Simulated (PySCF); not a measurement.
## Two runs on C5H5Al

System: C5H5Al.
Method of run A: TDDFT PBE0/6-31G*, vertical, gas phase, core orbitals frozen in the response (PySCF 2.14.0).

The geometry comes from this level: PBE0-D3(BJ)/def2-SVP. Text and figures count atoms from 1; the logs count them from 0 in places.

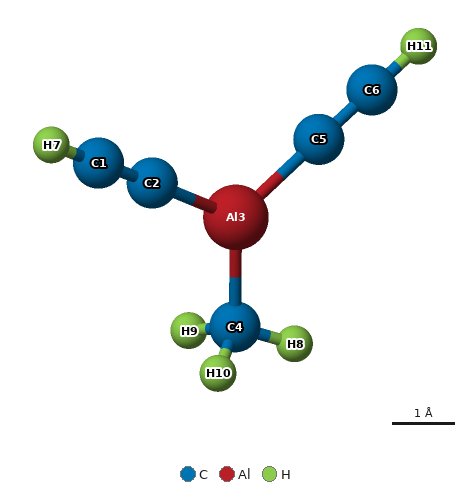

Figure 1. The structure (ball-and-stick view, seen at a tilt; atoms are numbered from 1 in the order of the input). Sticks mark near contacts. Bond lengths as drawn: Al–C 1.91 to 1.94 Å, C–C 1.22 Å and C–H 1.08 to 1.10 Å.

## Input file, run A
```
{"job": {"kind": "uv", "xc": "PBE0", "basis": "6-31G*"}, "charge": 0, "multiplicity": 1}
C      1.771996     2.510192     0.313861
C      1.078614     1.517692     0.150451
Al    -0.048210    -0.010036    -0.080163
C     -1.973873     0.186750    -0.230017
C      0.797837    -1.721827    -0.184357
C      1.330272    -2.819181    -0.254682
H      2.390651     3.379840     0.453377
H     -2.505945    -0.763533    -0.069403
H     -2.238124     0.546762    -1.239757
H     -2.365636     0.932408     0.480771
H      1.801193    -3.785008    -0.316393
```

The first line tells a small driver script what to run in PySCF; the rest is the geometry in Å.

Launched with:
```bash
OMP_NUM_THREADS=1 python <driver script> task.json out
```

Hardware: 1 CPU thread, shared host.

## Output (run A)
```
coarse grid: 10160 points
cycle   1  E = -435.4427248145  dE =  4.226e-01  |g| = 5.802e-01  |ddm| = 3.382e+00
cycle   2  E = -435.4168366361  dE =  2.589e-02  |g| = 6.505e-01  |ddm| = 1.191e+00
cycle   3  E = -435.5198042830  dE = -1.030e-01  |g| = 2.434e-01  |ddm| = 6.751e-01
cycle   4  E = -435.5358731680  dE = -1.607e-02  |g| = 2.456e-02  |ddm| = 1.962e-01
cycle   5  E = -435.5360035386  dE = -1.304e-04  |g| = 1.120e-02  |ddm| = 2.970e-02
cycle   6  E = -435.5360389094  dE = -3.537e-05  |g| = 8.172e-04  |ddm| = 1.146e-02
cycle   7  E = -435.5360391017  dE = -1.924e-07  |g| = 2.318e-04  |ddm| = 1.130e-03
final grid: 94792 points
cycle   8  E = -435.4797410332  dE = -1.711e-05  |g| = 6.115e-03  |ddm| = 1.890e-02
cycle   9  E = -435.4797399454  dE =  1.088e-06  |g| = 6.605e-03  |ddm| = 1.135e-02
cycle  10  E = -435.4797513957  dE = -1.145e-05  |g| = 1.597e-03  |ddm| = 6.030e-03
cycle  11  E = -435.4797520638  dE = -6.681e-07  |g| = 3.358e-04  |ddm| = 1.394e-03
cycle  12  E = -435.4797520911  dE = -2.733e-08  |g| = 9.256e-05  |ddm| = 3.313e-04
cycle  13  E = -435.4797520934  dE = -2.285e-09  |g| = 2.453e-05  |ddm| = 9.533e-05
cycle  14  E = -435.4797520935  dE = -8.015e-11  |g| = 1.839e-05  |ddm| = 3.151e-05
converged SCF energy = -435.4797520935

Static polarisability (au): isotropic 66.079, principal 39.072 65.115 94.048

Singlet excitations
state   eV       nm        f      main configurations
  1   4.7708    259.9   0.00000   H->L 0.96
  2   4.8462    255.8   0.00051   H-1->L 0.96
  3   5.3233    232.9   0.08156   H-2->L 0.85, H->L+1 0.11
  4   5.5658    222.8   0.01989   H-3->L 0.85, H-1->L+1 0.09
  5   5.8424    212.2   0.00318   H-4->L 0.95
  6   6.2983    196.9   0.00000   H-2->L+1 0.82, H-3->L+3 0.12
  7   6.4786    191.4   0.00015   H-3->L+1 0.71, H-2->L+3 0.21
  8   7.0735    175.3   0.09366   H-1->L+1 0.56, H-2->L+4 0.24, H-3->L 0.10
  9   7.1253    174.0   0.27407   H->L+1 0.64, H-3->L+4 0.17, H-2->L 0.11
 10   7.3649    168.3   0.00005   H-5->L 0.70, H->L+4 0.10, H-1->L+4 0.09

Triplet excitations (Tamm-Dancoff, eV): 4.2257 4.3730 4.4787 4.5609
```

Run B used a changed input.

## The two runs side by side

| quantity | run A | run B |
| --- | --- | --- |
| outcome | converged | converged |
| total energy (hartree) | −435.479752 | −435.284949 |
| HOMO (eV) | −7.67 | −7.91 |
| LUMO (eV) | −1.42 | −1.55 |
| dipole moment (D) | 0.14 | 0.18 |
| lowest excitation (eV) | 4.77 | 4.86 |
| SCF iterations | 14 | 14 |
| strongest computed line (eV) | 7.13 | 7.12 |
| basis functions | 98 | 113 |
| wall time (shared host) | 9 s | 11 s |

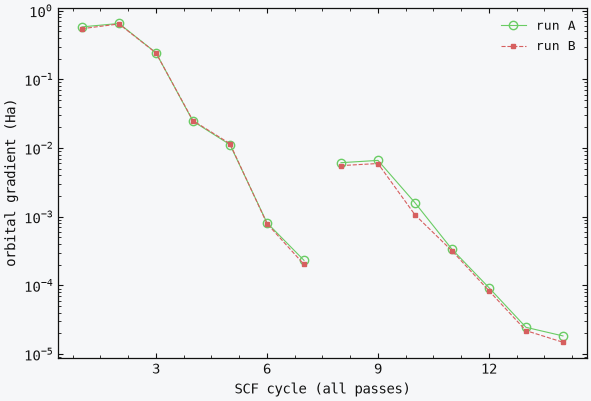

Figure 2. Convergence of the two runs: orbital gradient against the SCF cycle. A break in a curve parts two SCF passes (coarse and final grid). Run A takes 14 cycles in all, and run B takes 14.

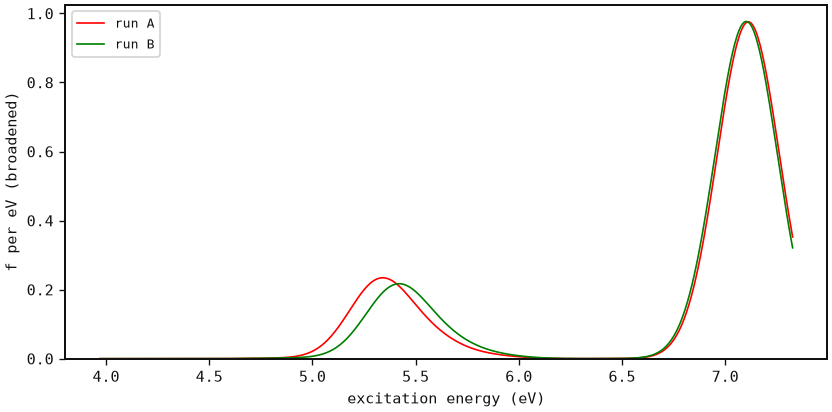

Figure 3. Absorption of the two runs from their computed states, each broadened by a Gaussian of 0.35 eV full width; the range ends where the shorter list of states ends.

What was changed in the input?

The change (lines with − go, lines with + come):
```diff
-"basis": "6-31G*"
+"basis": "def2-SVP"
```

The total energy of run B is 122.2 kcal/mol higher, which measures the change of basis and not a stability. The HOMO goes from −7.67 to −7.91 eV. The LUMO goes from −1.42 to −1.55 eV. The dipole moment goes from 0.14 to 0.18 D. The lowest excitation goes from 4.77 to 4.86 eV. The number of SCF iterations is the same. The basis functions go from 98 to 113.

## Output (run B)
```
coarse grid: 10160 points
cycle   1  E = -435.1354463161  dE =  3.575e-01  |g| = 5.461e-01  |ddm| = 3.679e+00
cycle   2  E = -435.1029043962  dE =  3.254e-02  |g| = 6.402e-01  |ddm| = 1.251e+00
cycle   3  E = -435.2025945688  dE = -9.969e-02  |g| = 2.422e-01  |ddm| = 7.070e-01
cycle   4  E = -435.2186056974  dE = -1.601e-02  |g| = 2.505e-02  |ddm| = 2.008e-01
cycle   5  E = -435.2187394611  dE = -1.338e-04  |g| = 1.156e-02  |ddm| = 3.119e-02
cycle   6  E = -435.2187774146  dE = -3.795e-05  |g| = 7.945e-04  |ddm| = 1.256e-02
cycle   7  E = -435.2187776006  dE = -1.860e-07  |g| = 2.023e-04  |ddm| = 9.897e-04
final grid: 94792 points
cycle   8  E = -435.2849399438  dE = -1.640e-05  |g| = 5.548e-03  |ddm| = 1.882e-02
cycle   9  E = -435.2849389654  dE =  9.784e-07  |g| = 5.949e-03  |ddm| = 1.121e-02
cycle  10  E = -435.2849485052  dE = -9.540e-06  |g| = 1.065e-03  |ddm| = 5.801e-03
cycle  11  E = -435.2849487941  dE = -2.888e-07  |g| = 3.186e-04  |ddm| = 1.036e-03
cycle  12  E = -435.2849488189  dE = -2.483e-08  |g| = 8.357e-05  |ddm| = 3.004e-04
cycle  13  E = -435.2849488208  dE = -1.889e-09  |g| = 2.196e-05  |ddm| = 9.391e-05
cycle  14  E = -435.2849488209  dE = -7.594e-11  |g| = 1.487e-05  |ddm| = 2.825e-05
converged SCF energy = -435.2849488209

Static polarisability (au): isotropic 67.746, principal 40.967 67.426 94.845

Singlet excitations
state   eV       nm        f      main configurations
  1   4.8601    255.1   0.00000   H->L 0.95
  2   4.9183    252.1   0.00074   H-1->L 0.94
  3   5.4023    229.5   0.07499   H-2->L 0.84, H->L+1 0.11
  4   5.6312    220.2   0.01752   H-3->L 0.83, H-1->L+1 0.10
  5   5.8716    211.2   0.00336   H-4->L 0.94
  6   6.3125    196.4   0.00000   H-2->L+1 0.81, H-3->L+4 0.10
  7   6.4757    191.5   0.00010   H-3->L+1 0.70, H-2->L+4 0.16
  8   7.0603    175.6   0.09821   H-1->L+1 0.52, H-2->L+3 0.19, H-3->L 0.11
  9   7.1168    174.2   0.27080   H->L+1 0.59, H-3->L+3 0.14, H-2->L 0.12
 10   7.3268    169.2   0.00013   H->L+3 0.58, H->L+4 0.24

Triplet excitations (Tamm-Dancoff, eV): 4.3012 4.4311 4.5559 4.6237
```
